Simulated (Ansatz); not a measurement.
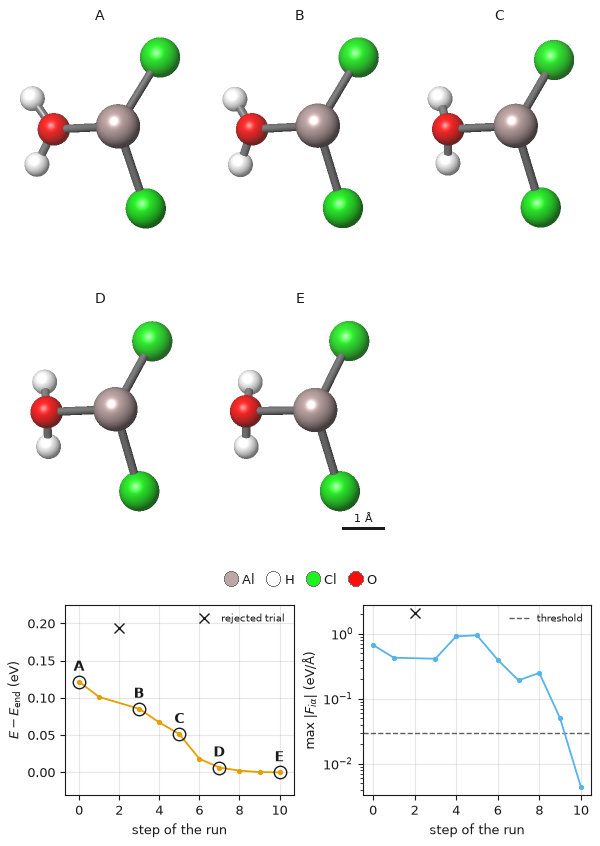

Frames of a relaxation of AlH2OCl2 (multiplicity 2), marked on the history of the run. A ball-and-stick model, seen at a tilt.

The run prepares an end point of a later path (reaction) calculation, from a guessed geometry.

Theory: UKS PBE0/def2-SVP (Ansatz 0.2.0).

The input:
```yaml
crystal:
  periodic: [false, false, false]
  atoms:
    - { symbol: Al, position_ang: [-0.013447, -0.746459, 0.020809] }
    - { symbol: H, position_ang: [0.719201, -0.11199, 2.599246] }
    - { symbol: Cl, position_ang: [1.668263, 0.437807, -0.554209] }
    - { symbol: Cl, position_ang: [-1.983417, 0.01577, -0.3476] }
    - { symbol: O, position_ang: [-0.035463, -0.227247, 1.976662] }
    - { symbol: H, position_ang: [-0.869538, -0.168982, 2.462192] }
magnetization:
  spin_polarized: true
  initial_magnetization: 1
basis:
  gaussian: { orbitals: def2-SVP }
hamiltonian:
  xc: pbe0
relax:
  f_tol: 0.03
  max_steps: 50
```

Command:
```bash
ansatz run input.yaml --threads 2 --pin off --max-ram 3072MiB --backend cpu --events-out ev --progress --plain --runs-dir out
```

Q: What happens along the run?

A: The atom that moves furthest after the best rigid fit is H2 (0.43 Å). By element the largest moves are H 0.43 Å, O 0.31 Å, Cl 0.30 Å, Al 0.10 Å. Some distances before and after: Al1–Cl3 2.136 → 2.159 Å, H2–O5 0.985 → 0.972 Å, O5–H6 0.967 → 0.973 Å, Al1–O5 2.024 → 2.019 Å. Bond angles that change, for instance: Al1–O5–H2 129.2° → 106.8°, Al1–O5–H6 120.7° → 106.6°, Cl3–Al1–O5 97.3° → 92.3°. After 9 accepted moves (10 points after the start) the energy has fallen by 0.122 eV. The largest force component goes from 0.67 to 0.0044 eV/Å. The line search rejected the trial step at point 2 of the run. Cost: 28 s on 2 threads of Arm Neoverse V1, with other jobs on the host, peak memory 0.22 GiB. From step 0 to 3: O5 moves most (0.11 Å), energy −0.036 eV. From step 3 to 5: H6 moves most (0.19 Å), energy −0.034 eV. From step 5 to 7: H2 moves most (0.11 Å), energy −0.045 eV. From step 7 to 10: H2 moves most (0.13 Å), energy −0.006 eV.

| step | E − E(0), eV | largest force component, eV/Å | note |
| --- | --- | --- | --- |
| 0 | 0.0000 | 0.6714 |  |
| 1 | -0.0204 | 0.4278 |  |
| 2 | 0.0724 | 2.0537 | rejected |
| 3 | -0.0363 | 0.4124 |  |
| 4 | -0.0546 | 0.9132 |  |
| 5 | -0.0703 | 0.9461 |  |
| 6 | -0.1035 | 0.3970 |  |
| 7 | -0.1152 | 0.1917 |  |
| 8 | -0.1194 | 0.2496 |  |
| 9 | -0.1213 | 0.0502 |  |
| 10 | -0.1217 | 0.0044 |  |
